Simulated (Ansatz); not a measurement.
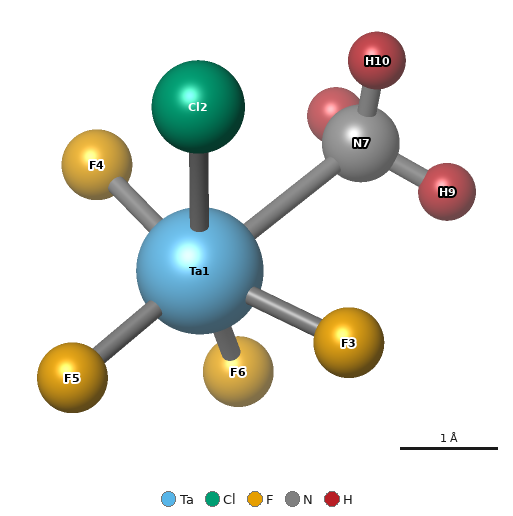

Figure 1. The starting structure (ball-and-stick view, seen at a tilt; atoms are numbered from 1 in the order of the input). Sticks mark near contacts. Bond lengths as drawn: Cl–Ta 2.37 Å, F–Ta 1.88 to 1.90 Å, H–N 1.03 Å and N–Ta 2.35 Å.

**Run report: TaNH3ClF4, nudged elastic band (part 1 of 2)**

TaNH3ClF4, computed with RKS PBE/def2-SVP (Ansatz 0.2.0).

It belongs to a series of runs on one base structure; here: band between the two ends. Figures and captions count atoms from 1; the log counts them from 0 in places.

### The program's output
```
Engine: ansatz 0.2.0, aarch64-unknown-linux-gnu
Functional definition: PBE
  parameter kappa = 0.804
  parameter beta = 0.06672455060314922
  exchange = pbe_x(kappa = kappa, mu = beta*pi^2/3)
  correlation = pbe_c(beta = beta)
1437 factors; their error is unknown
mean field evaluation 1: about -26449.3185 eV, gradient 8.4e1 eV
mean field evaluation 2: about -26336.3209 eV, gradient 2.7e2 eV
mean field evaluation 4: about -26461.0009 eV, gradient 2.0e1 eV
mean field evaluation 8: about -26461.6564 eV, gradient 2.7e-1 eV
mean field evaluation 16: about -26461.5722 eV, gradient 1.7e-3 eV
mean field -26461.57215233 eV, -972.4448403004 hartree, gradient 6.3e-5 eV, S^2 0.000000; 0 other end points of the search recorded, 0 dependent functions left out
the calculation of the forces begins
reference -26461.57222013 eV, -972.4448427918 hartree; 38, 38 occupied and 97, 97 virtual orbitals, 1437 factors
1437 factors; their error is unknown
mean field evaluation 32: about -26459.9805 eV, gradient 2.2e-1 eV
mean field -26459.98055148 eV, -972.3863500477 hartree, gradient 8.1e-6 eV, S^2 0.000000; 0 other end points of the search recorded, 0 dependent functions left out
[... from here on the field's lines of each further geometry are left out, up to the last ...]
NEB iter   1: max|band force component| = 1.143e1 eV/Å  barrier→ = 5.6045 eV  barrier← = 4.0129 eV  Δτ_max = 0.2000 Å  (376 SCF iters)
NEB iter   2: max|band force component| = 3.098e0 eV/Å  barrier→ = 2.7899 eV  barrier← = 1.1983 eV  Δτ_max = 0.2000 Å  (364 SCF iters)
NEB iter   3: max|band force component| = 2.164e0 eV/Å  barrier→ = 1.8621 eV  barrier← = 0.2705 eV  Δτ_max = 0.1967 Å  (338 SCF iters)
NEB iter   4: max|band force component| = 1.556e0 eV/Å  barrier→ = 1.7962 eV  barrier← = 0.2046 eV  Δτ_max = 0.1981 Å  (316 SCF iters)
NEB iter   5: max|band force component| = 2.223e0 eV/Å  barrier→ = 1.7694 eV  barrier← = 0.1778 eV  Δτ_max = 0.1014 Å  (317 SCF iters)
NEB iter   6: max|band force component| = 1.114e0 eV/Å  barrier→ = 1.7442 eV  barrier← = 0.1526 eV  Δτ_max = 0.1983 Å  (301 SCF iters)
NEB iter   7: max|band force component| = 1.074e0 eV/Å  barrier→ = 1.6956 eV  barrier← = 0.1040 eV  Δτ_max = 0.2000 Å  (316 SCF iters)
NEB iter   8: max|band force component| = 8.968e-1 eV/Å  barrier→ = 1.6356 eV  barrier← = 0.0440 eV  Δτ_max = 0.1755 Å  (315 SCF iters)
NEB iter   9: max|band force component| = 9.920e-1 eV/Å  barrier→ = 1.6334 eV  barrier← = 0.0418 eV  Δτ_max = 0.0880 Å  (312 SCF iters)
NEB iter  10: max|band force component| = 5.567e-1 eV/Å  barrier→ = 1.6290 eV  barrier← = 0.0374 eV  Δτ_max = 0.0885 Å  (302 SCF iters)
NEB iter  11: max|band force component| = 6.673e-1 eV/Å  barrier→ = 1.6260 eV  barrier← = 0.0344 eV  Δτ_max = 0.0437 Å  (292 SCF iters)
NEB iter  12: max|band force component| = 5.611e-1 eV/Å  barrier→ = 1.6246 eV  barrier← = 0.0330 eV  Δτ_max = 0.0431 Å  (291 SCF iters)
NEB iter  13: max|band force component| = 3.532e-1 eV/Å  barrier→ = 1.6234 eV  barrier← = 0.0318 eV  CI = image 9  Δτ_max = 0.0877 Å  (280 SCF iters)
NEB iter  14: max|band force component| = 4.265e-1 eV/Å  barrier→ = 1.6276 eV  barrier← = 0.0360 eV  CI = image 9  Δτ_max = 0.0438 Å  (283 SCF iters)
NEB iter  15: max|band force component| = 5.081e-1 eV/Å  barrier→ = 1.6270 eV  barrier← = 0.0354 eV  CI = image 9  Δτ_max = 0.0219 Å  (278 SCF iters)
NEB iter  16: max|band force component| = 9.182e-2 eV/Å  barrier→ = 1.6268 eV  barrier← = 0.0352 eV  CI = image 9  Δτ_max = 0.0438 Å  (282 SCF iters)
NEB iter  17: max|band force component| = 6.107e-2 eV/Å  barrier→ = 1.6267 eV  barrier← = 0.0351 eV  CI = image 9  Δτ_max = 0.0438 Å  (281 SCF iters)
NEB iter  18: max|band force component| = 6.874e-2 eV/Å  barrier→ = 1.6267 eV  barrier← = 0.0351 eV  CI = image 9  Δτ_max = 0.0219 Å  (282 SCF iters)
NEB iter  19: max|band force component| = 6.133e-2 eV/Å  barrier→ = 1.6267 eV  barrier← = 0.0351 eV  CI = image 9  Δτ_max = 0.0219 Å  (271 SCF iters)
the calculation of the forces begins
reference -26460.46853957 eV, -972.4042832793 hartree; 38, 38 occupied and 97, 97 virtual orbitals, 1437 factors
1437 factors; their error is unknown
mean field -26459.94543484 eV, -972.3850595351 hartree, gradient 1.3e-5 eV, S^2 0.000000; 1 other end points of the search recorded, 0 dependent functions left out
the calculation of the forces begins
reference -26459.94550126 eV, -972.3850619762 hartree; 38, 38 occupied and 97, 97 virtual orbitals, 1437 factors
NEB iter  20: max|band force component| = 4.341e-2 eV/Å  barrier→ = 1.6267 eV  barrier← = 0.0351 eV  CI = image 9  Δτ_max = 0.0000 Å  (568 SCF iters)
```

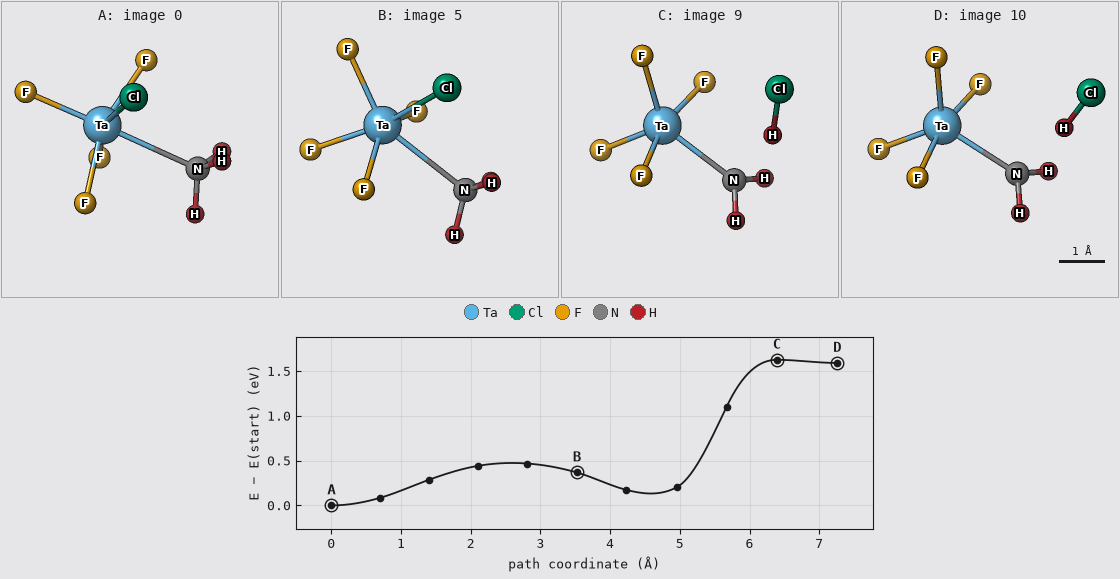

Figure 2. Images of the last band (counted from 0; ball-and-stick, seen at a tilt) above the energy along the path; the line is a cubic interpolation that uses the forces. The highest image is number 9, 1.627 eV above the start and 0.035 eV above the end (the climbing image); the end lies 1.592 eV above the start. A further maximum stands at image 4, 0.468 eV from the start, so the path isn't one elementary step. The path is 7.26 Å long. The band converged in 20 iterations.

```
Total energy: -26459.94550126 eV, -972.3850619762 hartree
Atom 0 at    -0.142911    -0.152232     0.209166 Å, force     0.000439    -0.002115     0.000226 eV/Å
Atom 1 at     3.049951    -1.081256    -0.392585 Å, force    -0.000392     0.000152     0.000004 eV/Å
Atom 2 at     0.640602     0.909080     1.571406 Å, force     0.000399     0.000064     0.000087 eV/Å
Atom 3 at     0.534699     0.953968    -1.158982 Å, force     0.000275     0.000238     0.000228 eV/Å
Atom 4 at    -1.912003     0.268783     0.632998 Å, force    -0.000218    -0.000058     0.000045 eV/Å
Atom 5 at    -0.561329    -1.544408    -1.008585 Å, force     0.000128     0.000170     0.000203 eV/Å
Atom 6 at     0.572662    -1.685413     1.333643 Å, force    -0.001222     0.002015    -0.000950 eV/Å
Atom 7 at     0.344670    -2.666363     1.135206 Å, force     0.000143    -0.000232     0.000134 eV/Å
Atom 8 at     0.887792    -1.557113     2.302076 Å, force     0.000283    -0.000144    -0.000035 eV/Å
Atom 9 at     2.157869    -1.574148     0.490558 Å, force     0.000165    -0.000090     0.000057 eV/Å
Dipole moment:    -0.214397    -0.421014     0.500161 e Å
this run last wrote the band of iteration 20 to [file]
```

### The last band as extended XYZ (Å, eV, eV/Å)
```
10
Properties=species:S:1:pos:R:3:forces:R:3 image=0 energy=-26461.57215
Ta    0.1110    0.0151    0.1880   -0.0110  -0.0059   0.0005
Cl    2.3557    0.7407   -0.0178    0.0030  -0.0011   0.0005
F     0.1827    0.3814    2.0550    0.0035   0.0027   0.0010
F     0.2852   -0.9326   -1.4539    0.0036   0.0015  -0.0022
F    -0.7496    1.5684   -0.4191    0.0001   0.0028  -0.0005
F    -1.4485   -1.0219    0.5312   -0.0005  -0.0013   0.0004
N     1.0895   -1.9810    0.9641   -0.0040  -0.0044   0.0017
H     0.8144   -2.7894    0.3877    0.0025   0.0044  -0.0008
H     0.8134   -2.1835    1.9358    0.0038   0.0030  -0.0021
H     2.1182   -1.9262    0.9439   -0.0010  -0.0017   0.0015
10
Properties=species:S:1:pos:R:3:forces:R:3 image=1 energy=-26461.48706
Ta    0.1242   -0.0090    0.1308    0.0022   0.0124   0.0107
Cl    2.4035    0.5995   -0.0503   -0.0183   0.0860   0.0553
F     0.1528    0.3497    2.0092   -0.0344  -0.0324   0.0208
F     0.2392   -0.6041   -1.6734    0.0212  -0.1517   0.0495
F    -0.8171    1.5722   -0.2265    0.0475   0.0438  -0.0634
F    -1.3359   -1.2109    0.3387   -0.0428   0.0558   0.0740
N     1.0977   -1.9835    1.0062   -0.0045   0.0107  -0.0400
H     0.6934   -2.8623    0.6527   -0.0072   0.0022  -0.0424
H     0.8927   -1.9444    2.0167    0.0311  -0.0293  -0.0308
H     2.1216   -2.0364    0.9108    0.0052   0.0026  -0.0338
10
Properties=species:S:1:pos:R:3:forces:R:3 image=2 energy=-26461.28451
Ta    0.1444   -0.0517    0.0825    0.0016   0.0091  -0.0026
Cl    2.4604    0.3844   -0.1932   -0.0161   0.0967   0.0591
F     0.2888    0.4232    1.9349   -0.0729  -0.0514   0.0399
F     0.1403   -0.1954   -1.8148   -0.0032  -0.1529   0.0068
F    -0.9465    1.4709   -0.0477    0.0800   0.0832  -0.0669
F    -1.2266   -1.3651    0.1390   -0.0501   0.0510   0.1020
N     1.0796   -1.9862    1.0983    0.0082   0.0064  -0.0505
H     0.7111   -2.8855    0.7577    0.0076  -0.0107  -0.0355
H     0.8123   -1.9062    2.0917    0.0300  -0.0225  -0.0348
H     2.1082   -2.0173    1.0666    0.0150  -0.0089  -0.0175
10
Properties=species:S:1:pos:R:3:forces:R:3 image=3 energy=-26461.12949
Ta    0.1615   -0.0855    0.0489   -0.0078   0.0064  -0.0055
Cl    2.5090    0.1599   -0.3289   -0.0063   0.0361   0.0358
F     0.4938    0.5360    1.8305   -0.0229  -0.0287   0.0225
F     0.1170    0.1661   -1.8302   -0.0117  -0.0650  -0.0178
F    -1.1345    1.2824    0.1149    0.0360   0.0468  -0.0297
F    -1.1124   -1.4851   -0.0986   -0.0313   0.0209   0.0473
N     1.0324   -1.9688    1.1895    0.0183   0.0139  -0.0340
H     0.6878   -2.8766    0.8466    0.0051  -0.0121  -0.0157
H     0.7550   -1.8838    2.1790    0.0133  -0.0199  -0.0190
H     2.0624   -1.9738    1.1632    0.0074   0.0016   0.0161
10
Properties=species:S:1:pos:R:3:forces:R:3 image=4 energy=-26461.10433
Ta    0.1812   -0.1027    0.0129    0.0083   0.0135   0.0081
Cl    2.5331   -0.0793   -0.4770   -0.0015  -0.0260  -0.0319
F     0.6682    0.6450    1.7025    0.0055   0.0063  -0.0061
F     0.1049    0.4926   -1.7785    0.0029   0.0237   0.0041
F    -1.3035    1.0418    0.2736   -0.0113  -0.0172   0.0159
F    -0.9578   -1.5785   -0.3419    0.0141  -0.0087  -0.0176
N     0.9808   -1.9317    1.2784    0.0017   0.0035  -0.0247
H     0.6533   -2.8437    0.9294   -0.0058  -0.0040   0.0146
H     0.7004   -1.8490    2.2668   -0.0078  -0.0129   0.0041
H     2.0115   -1.9236    1.2487   -0.0060   0.0217   0.0335
10
Properties=species:S:1:pos:R:3:forces:R:3 image=5 energy=-26461.20412
Ta    0.2159   -0.1020   -0.0295    0.0034  -0.0063  -0.0266
Cl    2.5284   -0.3057   -0.6395   -0.0064  -0.0816  -0.0585
F     0.8003    0.7591    1.5666    0.0386   0.0207  -0.0329
F     0.1043    0.7881   -1.6840   -0.0067   0.0990   0.0395
F    -1.4181    0.7524    0.4208   -0.0376  -0.0881   0.0470
F    -0.7513   -1.6409   -0.5786    0.0639  -0.0055  -0.0768
N     0.9179   -1.8877    1.3625   -0.0069   0.0219   0.0092
H     0.5613   -2.7985    1.0393   -0.0277   0.0138   0.0202
H     0.6660   -1.7769    2.3554    0.0014   0.0034   0.0228
H     1.9475   -1.9169    1.3019   -0.0220   0.0227   0.0562
10
Properties=species:S:1:pos:R:3:forces:R:3 image=6 energy=-26461.39898
Ta    0.2720   -0.0856   -0.0801    0.0038   0.0049  -0.0428
Cl    2.5107   -0.5167   -0.7828   -0.0004  -0.0673  -0.0647
F     0.9372    0.8555    1.4323    0.0519   0.0404  -0.0473
F     0.0937    1.0664   -1.5504    0.0001   0.0961   0.0538
F    -1.4391    0.4221    0.5776    0.0036  -0.1702   0.0878
F    -0.5290   -1.6472   -0.8090    0.0705  -0.0038  -0.0910
N     0.8359   -1.8415    1.4237   -0.0388   0.0319   0.0227
H     0.4465   -2.7426    1.1100   -0.0412   0.0285   0.0243
H     0.5816   -1.7090    2.4130   -0.0285   0.0279   0.0189
H     1.8626   -1.9306    1.3805   -0.0210   0.0117   0.0382
```
